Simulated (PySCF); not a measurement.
**C₃H₇AlO: NMR shifts at several levels of theory, part 1 of 2**

How much do the NMR shifts of C₃H₇AlO (`C=[CH][AlH][O]C`) depend on the level of theory, and what does each level cost?

Computed with PySCF 2.14.0, with density-fitted response routines of our own, on a single molecule in the gas phase. Atoms count from 0, in the outputs and in this text.

## 1. Starting geometry

12 atoms, charge 0, multiplicity 1; geometry from: PBE0-D3(BJ)/def2-SVP.

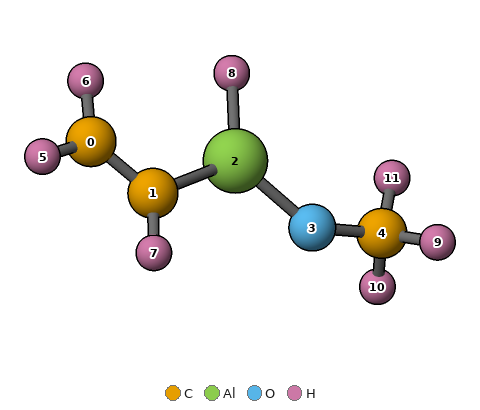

The starting geometry (carbon amber, aluminium green, oxygen blue, hydrogen pink), atoms numbered; sticks join atoms by distance.

## 2. Nuclear shieldings: HF/pcSseg-2

Job settings and geometry (Å):

```
{"job": {"kind": "nmr", "xc": "HF", "basis": "pcSseg-2", "pop": false}, "charge": 0, "multiplicity": 1}
C     -2.917961     0.006023    -0.184981
C     -1.699283    -0.341981    -0.628909
Al    -0.127032     0.221622     0.349513
O      1.406025    -0.205954    -0.241275
C      2.749137    -0.066269     0.070951
H     -3.845153    -0.283746    -0.696630
H     -3.054349     0.605829     0.724998
H     -1.650229    -0.943646    -1.546789
H     -0.257325     1.072956     1.685282
H      3.221252    -1.053275     0.225003
H      3.293078     0.429578    -0.753004
H      2.921558     0.530391     0.987634
```

With the program's defaults for keys left out, this is: GIAO HF/pcSseg-2 NMR shielding, non-relativistic, gas phase.

The run is started by

```bash
OMP_NUM_THREADS=1 python probes_run.py task.json out
```

One launch serves the whole session: the jobs run in the order shown.

Log:

```text
final grid: 94328 points
cycle   1  E = -434.4563681603  dE =  4.083e-01  |g| = 6.338e-01  |ddm| = 2.300e+00
cycle   2  E = -434.5279251680  dE = -7.156e-02  |g| = 4.042e-01  |ddm| = 5.804e-01
cycle   3  E = -434.5566035210  dE = -2.868e-02  |g| = 6.786e-02  |ddm| = 2.114e-01
cycle   4  E = -434.5582354572  dE = -1.632e-03  |g| = 1.282e-02  |ddm| = 9.950e-02
cycle   5  E = -434.5582966695  dE = -6.121e-05  |g| = 3.572e-03  |ddm| = 1.637e-02
cycle   6  E = -434.5583031583  dE = -6.489e-06  |g| = 9.831e-04  |ddm| = 5.627e-03
cycle   7  E = -434.5583038073  dE = -6.490e-07  |g| = 3.850e-04  |ddm| = 1.686e-03
cycle   8  E = -434.5583038952  dE = -8.787e-08  |g| = 1.165e-04  |ddm| = 6.911e-04
cycle   9  E = -434.5583039059  dE = -1.075e-08  |g| = 4.350e-05  |ddm| = 2.026e-04
cycle  10  E = -434.5583039071  dE = -1.137e-09  |g| = 1.246e-05  |ddm| = 8.583e-05
cycle  11  E = -434.5583039072  dE = -1.385e-10  |g| = 4.414e-06  |ddm| = 2.993e-05
converged SCF energy = -434.5583039072

GIAO shielding tensors (ppm)
atom      isotropic    diamagn.    paramagn.     s11        s22        s33       span
  0 C       34.701     249.943    -215.242   -124.825     55.598    173.331    298.156
  1 C       41.612     255.129    -213.517    -94.625     27.999    191.463    286.088
  2 Al     430.960     793.888    -362.928    383.601    413.615    495.665    112.064
  3 O      310.625     400.800     -90.175    218.906    345.662    367.306    148.400
  4 C      141.795     229.353     -87.557    116.848    121.384    187.154     70.306
  5 H       24.838      28.174      -3.336     21.052     24.258     29.204      8.151
  6 H       25.282      31.540      -6.258     21.077     24.879     29.891      8.814
  7 H       25.271      32.017      -6.746     22.215     25.194     28.405      6.190
  8 H       27.393      30.296      -2.903     24.065     26.196     31.918      7.853
  9 H       28.170      27.557       0.613     24.098     26.145     34.267     10.170
 10 H       28.166      27.543       0.623     24.101     26.142     34.255     10.155
 11 H       28.149      28.244      -0.095     24.127     26.545     33.775      9.647
```

Wall time 23 s (1 thread of Arm Neoverse V1, shared host); peak memory 1.1 GiB.

Shifts follow as δ = σ(reference) − σ, with reference shieldings (ppm) from runs at the same level and on the same kind of geometry: 1H TMS 31.68, 13C TMS 191.5, 17O H2O 326.3, 27Al AlH4- 511.7. The references are single molecules in the gas phase, so shifts against H2O, NH3, PH3, H3PO4 or CFCl3 are not on the usual liquid scales and can be off by tens of ppm. Shifts against hydride references such as AlH4− lie on their own scale. Atoms listed in one row are averaged.

| atoms | environment | σ (ppm) | δ (ppm) |
| --- | --- | --- | --- |
| C0 | terminal =CH2 carbon | 34.7 | 156.8 |
| C1 | alkene CH | 41.6 | 149.9 |
| C4 | methyl carbon bonded to O | 141.8 | 49.7 |
| H5 | hydrogen on a terminal =CH2 carbon | 24.84 | 6.84 |
| H7 | hydrogen on an alkene CH | 25.27 | 6.41 |
| H6 | hydrogen on a terminal =CH2 carbon | 25.28 | 6.40 |
| H8 | hydrogen on an aluminium bonded to C, O | 27.39 | 4.29 |
| H9, H10, H11 | hydrogen on a methyl carbon bonded to O | 28.16 | 3.52 |
| Al2 | aluminium bonded to C, O, H | 431.0 | 80.7 |
| O3 | oxygen bonded to C, Al | 310.6 | 15.7 |

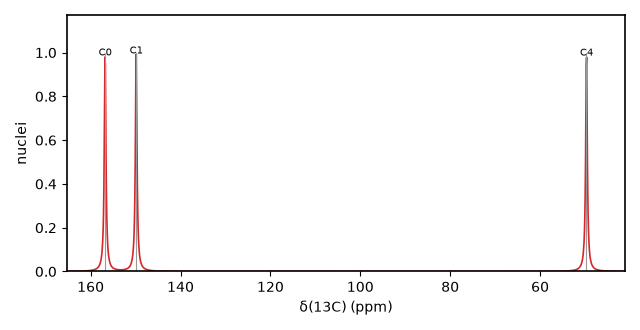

13C lines at the computed shifts, without couplings. Lines are broadened to a width of 0.43 ppm (Lorentzian).

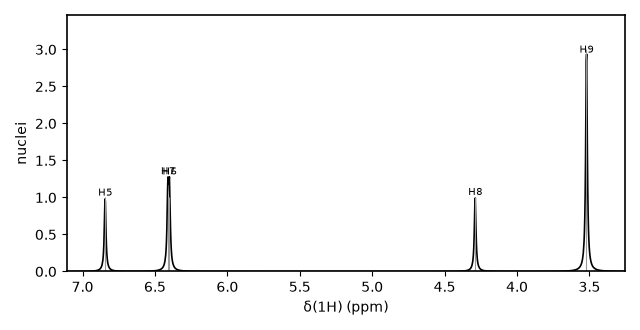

1H lines at the computed shifts, without couplings. Lines are broadened to a width of 0.01 ppm (Lorentzian).

## 3. Nuclear shieldings: LDA/pcSseg-2

Settings changed since step 2:

```diff
@@ -1,2 +1,2 @@
-{"job": {"kind": "nmr", "xc": "HF", "basis": "pcSseg-2", "pop": false}, "charge": 0, "multiplicity": 1}
+{"job": {"kind": "nmr", "xc": "LDA", "basis": "pcSseg-2", "pop": false}, "charge": 0, "multiplicity": 1}
 C     -2.917961     0.006023    -0.184981
```

With the program's defaults for keys left out, this is: GIAO LDA/pcSseg-2 NMR shielding, non-relativistic, gas phase.

Log:

```text
coarse grid: 10312 points
cycle   1  E = -433.3803602903  dE =  2.636e-01  |g| = 9.808e-01  |ddm| = 2.546e+00
cycle   2  E = -431.8388088872  dE =  1.542e+00  |g| = 2.671e+00  |ddm| = 3.963e+00
cycle   3  E = -433.5262217287  dE = -1.687e+00  |g| = 4.490e-01  |ddm| = 3.690e+00
cycle   4  E = -433.5702056702  dE = -4.398e-02  |g| = 1.861e-01  |ddm| = 4.623e-01
cycle   5  E = -433.5789568940  dE = -8.751e-03  |g| = 3.841e-02  |ddm| = 1.735e-01
cycle   6  E = -433.5793278199  dE = -3.709e-04  |g| = 1.767e-02  |ddm| = 4.884e-02
cycle   7  E = -433.5793864578  dE = -5.864e-05  |g| = 1.047e-02  |ddm| = 1.550e-02
cycle   8  E = -433.5794149465  dE = -2.849e-05  |g| = 1.391e-03  |ddm| = 7.238e-03
cycle   9  E = -433.5794154166  dE = -4.701e-07  |g| = 3.125e-04  |ddm| = 1.395e-03
final grid: 94328 points
cycle  10  E = -433.5758175992  dE = -7.524e-05  |g| = 4.187e-03  |ddm| = 3.291e-02
cycle  11  E = -433.5758117685  dE =  5.831e-06  |g| = 6.251e-03  |ddm| = 6.693e-03
cycle  12  E = -433.5758215629  dE = -9.794e-06  |g| = 6.110e-04  |ddm| = 4.459e-03
cycle  13  E = -433.5758216245  dE = -6.168e-08  |g| = 2.955e-04  |ddm| = 6.478e-04
cycle  14  E = -433.5758216414  dE = -1.689e-08  |g| = 1.043e-04  |ddm| = 2.299e-04
cycle  15  E = -433.5758216435  dE = -2.093e-09  |g| = 2.410e-05  |ddm| = 7.941e-05
cycle  16  E = -433.5758216436  dE = -1.234e-10  |g| = 1.176e-05  |ddm| = 2.050e-05
converged SCF energy = -433.5758216436

GIAO shielding tensors (ppm)
atom      isotropic    diamagn.    paramagn.     s11        s22        s33       span
  0 C       17.177     252.026    -234.849   -121.175      8.904    163.801    284.976
  1 C       18.271     253.403    -235.132   -101.103    -16.679    172.596    273.700
  2 Al     349.054     796.903    -447.849    307.787    334.025    405.350     97.563
  3 O      237.886     396.930    -159.044     84.459    286.520    342.679    258.220
  4 C      122.411     235.371    -112.961     89.695     96.130    181.407     91.712
  5 H       23.570      28.342      -4.772     20.335     23.755     26.619      6.284
  6 H       24.072      30.583      -6.512     20.068     24.345     27.802      7.734
  7 H       23.920      31.040      -7.121     20.036     24.485     27.237      7.201
  8 H       25.741      29.248      -3.506     22.825     24.114     30.284      7.459
  9 H       26.631      27.208      -0.577     22.804     24.472     32.618      9.814
 10 H       26.633      27.205      -0.572     22.818     24.477     32.605      9.787
 11 H       26.416      27.739      -1.323     22.758     24.562     31.929      9.171
```

It took 43 s on 1 thread of Arm Neoverse V1, shared host; peak memory 0.92 GiB.

This run: δ C0 163.1, C1 162.0, C4 57.9, Al2 116.1, H5 7.20, H7 6.85 ppm.

## 4. Nuclear shieldings: PBE/pcSseg-2

Settings changed since step 3:

```diff
@@ -1,2 +1,2 @@
-{"job": {"kind": "nmr", "xc": "LDA", "basis": "pcSseg-2", "pop": false}, "charge": 0, "multiplicity": 1}
+{"job": {"kind": "nmr", "xc": "PBE", "basis": "pcSseg-2", "pop": false}, "charge": 0, "multiplicity": 1}
 C     -2.917961     0.006023    -0.184981
```

Method: GIAO PBE/pcSseg-2 NMR shielding, non-relativistic, gas phase.

Log:

```text
coarse grid: 10312 points
cycle   1  E = -435.7018509652  dE =  2.690e-01  |g| = 9.669e-01  |ddm| = 2.408e+00
cycle   2  E = -434.2463402301  dE =  1.456e+00  |g| = 2.601e+00  |ddm| = 3.933e+00
cycle   3  E = -435.8460317391  dE = -1.600e+00  |g| = 4.300e-01  |ddm| = 3.657e+00
cycle   4  E = -435.8869965954  dE = -4.096e-02  |g| = 1.800e-01  |ddm| = 4.550e-01
cycle   5  E = -435.8953284097  dE = -8.332e-03  |g| = 3.611e-02  |ddm| = 1.649e-01
cycle   6  E = -435.8956029736  dE = -2.746e-04  |g| = 2.160e-02  |ddm| = 4.489e-02
cycle   7  E = -435.8957132861  dE = -1.103e-04  |g| = 8.698e-03  |ddm| = 1.679e-02
cycle   8  E = -435.8957331844  dE = -1.990e-05  |g| = 1.151e-03  |ddm| = 6.865e-03
cycle   9  E = -435.8957335371  dE = -3.527e-07  |g| = 3.152e-04  |ddm| = 1.266e-03
final grid: 94328 points
cycle  10  E = -435.9011986299  dE = -7.956e-05  |g| = 1.485e-02  |ddm| = 3.798e-02
cycle  11  E = -435.9010742288  dE =  1.244e-04  |g| = 2.900e-02  |ddm| = 2.388e-02
cycle  12  E = -435.9012411019  dE = -1.669e-04  |g| = 4.561e-03  |ddm| = 1.722e-02
cycle  13  E = -435.9012455462  dE = -4.444e-06  |g| = 4.542e-04  |ddm| = 3.450e-03
cycle  14  E = -435.9012455870  dE = -4.085e-08  |g| = 2.255e-04  |ddm| = 5.341e-04
cycle  15  E = -435.9012455951  dE = -8.045e-09  |g| = 1.285e-04  |ddm| = 1.995e-04
cycle  16  E = -435.9012455997  dE = -4.677e-09  |g| = 2.430e-05  |ddm| = 1.055e-04
cycle  17  E = -435.9012455999  dE = -1.382e-10  |g| = 7.556e-06  |ddm| = 1.928e-05
converged SCF energy = -435.9012455999

GIAO shielding tensors (ppm)
atom      isotropic    diamagn.    paramagn.     s11        s22        s33       span
  0 C       23.096     251.817    -228.721   -113.040     21.607    160.721    273.761
  1 C       26.339     253.484    -227.145    -90.249     -2.800    172.067    262.316
  2 Al     376.604     796.793    -420.189    335.185    365.944    428.683     93.498
  3 O      241.783     397.791    -156.009    103.571    286.243    335.534    231.963
  4 C      121.818     235.179    -113.361     90.504     96.667    178.282     87.778
  5 H       24.097      28.127      -4.030     20.760     24.248     27.282      6.521
  6 H       24.601      31.131      -6.530     20.652     24.810     28.342      7.690
  7 H       24.532      31.320      -6.789     20.875     25.110     27.610      6.735
  8 H       26.421      30.112      -3.691     23.475     24.827     30.963      7.488
  9 H       27.112      27.400      -0.289     23.331     24.957     33.047      9.716
 10 H       27.114      27.391      -0.277     23.345     24.963     33.034      9.688
 11 H       26.902      28.062      -1.160     23.286     25.012     32.408      9.122
```

It took 55 s on 1 thread of Arm Neoverse V1, shared host; peak memory 0.85 GiB.

In short: δ C0 156.3, C1 153.1, C4 57.6, Al2 101.8, H5 7.08, H7 6.65 ppm.

## 5. Shielding tensors: BLYP/pcSseg-2

Settings changed since step 4:

```diff
@@ -1,2 +1,2 @@
-{"job": {"kind": "nmr", "xc": "PBE", "basis": "pcSseg-2", "pop": false}, "charge": 0, "multiplicity": 1}
+{"job": {"kind": "nmr", "xc": "BLYP", "basis": "pcSseg-2", "pop": false}, "charge": 0, "multiplicity": 1}
 C     -2.917961     0.006023    -0.184981
```

Method: GIAO BLYP/pcSseg-2 NMR shielding, non-relativistic, gas phase.

Log:

```text
coarse grid: 10312 points
cycle   1  E = -435.9948138866  dE =  2.834e-01  |g| = 1.038e+00  |ddm| = 2.398e+00
cycle   2  E = -434.2582098348  dE =  1.737e+00  |g| = 2.800e+00  |ddm| = 4.587e+00
cycle   3  E = -436.1556254079  dE = -1.897e+00  |g| = 4.673e-01  |ddm| = 4.324e+00
cycle   4  E = -436.2022121018  dE = -4.659e-02  |g| = 2.138e-01  |ddm| = 5.096e-01
cycle   5  E = -436.2139984183  dE = -1.179e-02  |g| = 3.984e-02  |ddm| = 1.939e-01
cycle   6  E = -436.2143901979  dE = -3.918e-04  |g| = 2.062e-02  |ddm| = 5.047e-02
cycle   7  E = -436.2144781042  dE = -8.791e-05  |g| = 1.055e-02  |ddm| = 1.734e-02
cycle   8  E = -436.2145081141  dE = -3.001e-05  |g| = 1.235e-03  |ddm| = 8.096e-03
cycle   9  E = -436.2145085320  dE = -4.178e-07  |g| = 3.973e-04  |ddm| = 1.389e-03
final grid: 94328 points
cycle  10  E = -436.2235202920  dE = -8.449e-05  |g| = 8.754e-03  |ddm| = 4.046e-02
cycle  11  E = -436.2234877320  dE =  3.256e-05  |g| = 1.468e-02  |ddm| = 1.430e-02
cycle  12  E = -436.2235372639  dE = -4.953e-05  |g| = 2.246e-03  |ddm| = 9.515e-03
cycle  13  E = -436.2235381943  dE = -9.304e-07  |g| = 5.934e-04  |ddm| = 1.845e-03
cycle  14  E = -436.2235382662  dE = -7.190e-08  |g| = 1.551e-04  |ddm| = 5.413e-04
cycle  15  E = -436.2235382706  dE = -4.456e-09  |g| = 6.991e-05  |ddm| = 1.608e-04
cycle  16  E = -436.2235382717  dE = -1.071e-09  |g| = 3.117e-05  |ddm| = 6.809e-05
cycle  17  E = -436.2235382719  dE = -2.492e-10  |g| = 9.192e-06  |ddm| = 2.256e-05
converged SCF energy = -436.2235382719

GIAO shielding tensors (ppm)
atom      isotropic    diamagn.    paramagn.     s11        s22        s33       span
  0 C       20.455     250.359    -229.903   -116.297     21.903    155.760    272.056
  1 C       21.931     252.262    -230.331    -96.018     -5.486    167.297    263.315
  2 Al     373.174     796.189    -423.015    332.503    361.818    425.203     92.700
  3 O      237.605     398.006    -160.401    102.436    280.887    329.492    227.056
  4 C      117.218     232.019    -114.801     85.807     92.104    173.743     87.936
  5 H       24.421      28.615      -4.194     21.123     24.516     27.625      6.502
  6 H       24.936      31.238      -6.302     21.077     25.110     28.622      7.545
  7 H       24.866      31.552      -6.686     21.196     25.484     27.919      6.723
  8 H       26.744      30.285      -3.541     23.821     25.188     31.224      7.403
  9 H       27.262      27.617      -0.355     23.542     25.128     33.116      9.574
 10 H       27.264      27.612      -0.348     23.555     25.134     33.102      9.547
 11 H       27.065      28.112      -1.047     23.542     25.143     32.510      8.967
```

It took 47 s on 1 thread of Arm Neoverse V1, shared host; peak memory 0.85 GiB.

In short: δ C0 154.6, C1 153.1, C4 57.8, Al2 99.7, H5 6.95, H7 6.51 ppm.

## 6. Nuclear shieldings: BP86/pcSseg-2

Settings changed since step 5:

```diff
@@ -1,2 +1,2 @@
-{"job": {"kind": "nmr", "xc": "BLYP", "basis": "pcSseg-2", "pop": false}, "charge": 0, "multiplicity": 1}
+{"job": {"kind": "nmr", "xc": "BP86", "basis": "pcSseg-2", "pop": false}, "charge": 0, "multiplicity": 1}
 C     -2.917961     0.006023    -0.184981
```

Level: GIAO BP86/pcSseg-2 NMR shielding, non-relativistic, gas phase.

Log:

```text
coarse grid: 10312 points
cycle   1  E = -436.1064123177  dE =  2.695e-01  |g| = 9.705e-01  |ddm| = 2.399e+00
cycle   2  E = -434.6882926506  dE =  1.418e+00  |g| = 2.582e+00  |ddm| = 3.550e+00
cycle   3  E = -436.2525532623  dE = -1.564e+00  |g| = 4.189e-01  |ddm| = 3.272e+00
cycle   4  E = -436.2912459077  dE = -3.869e-02  |g| = 1.801e-01  |ddm| = 4.419e-01
cycle   5  E = -436.2995622145  dE = -8.316e-03  |g| = 3.538e-02  |ddm| = 1.625e-01
cycle   6  E = -436.2998398125  dE = -2.776e-04  |g| = 1.968e-02  |ddm| = 4.342e-02
cycle   7  E = -436.2999237520  dE = -8.394e-05  |g| = 9.425e-03  |ddm| = 1.611e-02
cycle   8  E = -436.2999472610  dE = -2.351e-05  |g| = 1.233e-03  |ddm| = 6.999e-03
cycle   9  E = -436.2999474591  dE = -1.980e-07  |g| = 3.636e-04  |ddm| = 1.276e-03
final grid: 94328 points
cycle  10  E = -436.3068440389  dE = -8.846e-05  |g| = 8.372e-03  |ddm| = 3.843e-02
cycle  11  E = -436.3068070071  dE =  3.703e-05  |g| = 1.603e-02  |ddm| = 1.234e-02
cycle  12  E = -436.3068562527  dE = -4.925e-05  |g| = 2.661e-03  |ddm| = 9.161e-03
cycle  13  E = -436.3068577618  dE = -1.509e-06  |g| = 5.179e-04  |ddm| = 2.114e-03
cycle  14  E = -436.3068577611  dE =  6.972e-10  |g| = 1.357e-04  |ddm| = 4.462e-04
cycle  15  E = -436.3068577272  dE =  3.391e-08  |g| = 1.070e-04  |ddm| = 1.401e-04
cycle  16  E = -436.3068577651  dE = -3.795e-08  |g| = 1.753e-05  |ddm| = 7.790e-05
cycle  17  E = -436.3068577303  dE =  3.476e-08  |g| = 5.651e-06  |ddm| = 1.522e-05
cycle  18  E = -436.3068577304  dE = -7.958e-12  |g| = 8.649e-07  |ddm| = 4.756e-06
converged SCF energy = -436.3068577304

GIAO shielding tensors (ppm)
atom      isotropic    diamagn.    paramagn.     s11        s22        s33       span
  0 C       23.391     251.919    -228.528   -112.444     22.477    160.139    272.583
  1 C       26.886     253.699    -226.813    -89.061     -2.091    171.811    260.871
  2 Al     377.162     796.763    -419.601    336.466    365.988    429.032     92.566
  3 O      242.544     397.500    -154.955    105.229    286.967    335.437    230.207
  4 C      121.466     234.848    -113.383     90.512     96.583    177.301     86.789
  5 H       24.182      28.241      -4.059     20.854     24.330     27.360      6.505
  6 H       24.683      31.092      -6.409     20.750     24.876     28.422      7.672
  7 H       24.630      31.454      -6.824     21.035     25.187     27.667      6.632
  8 H       26.486      30.116      -3.630     23.515     24.917     31.026      7.510
  9 H       27.187      27.446      -0.258     23.429     25.029     33.104      9.675
 10 H       27.190      27.435      -0.245     23.443     25.035     33.092      9.649
 11 H       26.974      28.132      -1.158     23.330     25.103     32.489      9.159
```

It took 49 s on 1 thread of Arm Neoverse V1, shared host; peak memory 0.85 GiB.

In short: δ C0 155.8, C1 152.3, C4 57.7, Al2 99.3, H5 7.05, H7 6.60 ppm.

## 7. NMR shieldings: OPBE/pcSseg-2

Settings changed since step 6:

```diff
@@ -1,2 +1,2 @@
-{"job": {"kind": "nmr", "xc": "BP86", "basis": "pcSseg-2", "pop": false}, "charge": 0, "multiplicity": 1}
+{"job": {"kind": "nmr", "xc": "OPBE", "basis": "pcSseg-2", "pop": false}, "charge": 0, "multiplicity": 1}
 C     -2.917961     0.006023    -0.184981
```

Level: GIAO OPBE/pcSseg-2 NMR shielding, non-relativistic, gas phase.

Log:

```text
coarse grid: 10312 points
cycle   1  E = -435.9633793915  dE =  2.318e-01  |g| = 8.898e-01  |ddm| = 2.433e+00
cycle   2  E = -434.8834866224  dE =  1.080e+00  |g| = 2.282e+00  |ddm| = 3.373e+00
cycle   3  E = -436.0969876147  dE = -1.214e+00  |g| = 3.523e-01  |ddm| = 3.066e+00
cycle   4  E = -436.1252194873  dE = -2.823e-02  |g| = 1.504e-01  |ddm| = 3.885e-01
cycle   5  E = -436.1309498175  dE = -5.730e-03  |g| = 3.609e-02  |ddm| = 1.286e-01
cycle   6  E = -436.1310352134  dE = -8.540e-05  |g| = 3.139e-02  |ddm| = 4.110e-02
cycle   7  E = -436.1313082145  dE = -2.730e-04  |g| = 5.529e-03  |ddm| = 2.221e-02
cycle   8  E = -436.1313163532  dE = -8.139e-06  |g| = 9.628e-04  |ddm| = 5.445e-03
final grid: 94328 points
cycle   9  E = -436.1315699384  dE = -1.900e-04  |g| = 2.256e-02  |ddm| = 6.212e-02
cycle  10  E = -436.1312850368  dE =  2.849e-04  |g| = 4.467e-02  |ddm| = 3.519e-02
cycle  11  E = -436.1316527551  dE = -3.677e-04  |g| = 5.066e-03  |ddm| = 2.690e-02
cycle  12  E = -436.1316575746  dE = -4.819e-06  |g| = 1.422e-03  |ddm| = 4.655e-03
cycle  13  E = -436.1316580275  dE = -4.529e-07  |g| = 4.798e-04  |ddm| = 1.203e-03
cycle  14  E = -436.1316580801  dE = -5.259e-08  |g| = 1.974e-04  |ddm| = 3.840e-04
cycle  15  E = -436.1316580905  dE = -1.043e-08  |g| = 2.702e-05  |ddm| = 1.491e-04
cycle  16  E = -436.1316580907  dE = -2.058e-10  |g| = 6.663e-06  |ddm| = 3.175e-05
converged SCF energy = -436.1316580907

GIAO shielding tensors (ppm)
atom      isotropic    diamagn.    paramagn.     s11        s22        s33       span
  0 C       32.612     253.364    -220.753    -99.561     32.574    164.823    264.384
  1 C       39.009     254.437    -215.428    -74.458     12.858    178.627    253.085
  2 Al     409.058     797.550    -388.492    363.492    403.500    460.182     96.690
  3 O      262.097     399.247    -137.150    142.901    302.649    340.741    197.840
  4 C      128.038     239.791    -111.753     98.170    103.658    182.287     84.118
  5 H       24.076      27.301      -3.225     20.651     24.240     27.336      6.686
  6 H       24.547      31.368      -6.821     20.613     24.715     28.312      7.699
  7 H       24.528      31.280      -6.752     21.022     25.099     27.464      6.443
  8 H       26.652      30.731      -4.078     23.629     25.106     31.222      7.593
  9 H       27.277      27.156       0.121     23.429     25.093     33.311      9.882
 10 H       27.280      27.134       0.146     23.442     25.099     33.299      9.858
 11 H       27.086      28.102      -1.016     23.375     25.193     32.690      9.315
```

Run time: 45 s. Hardware: 1 thread of Arm Neoverse V1, shared host; peak memory 0.85 GiB.

Key values: δ C0 151.8, C1 145.4, C4 56.4, Al2 87.7, H5 7.12, H7 6.67 ppm.

(Continued in part 2 of 2.)
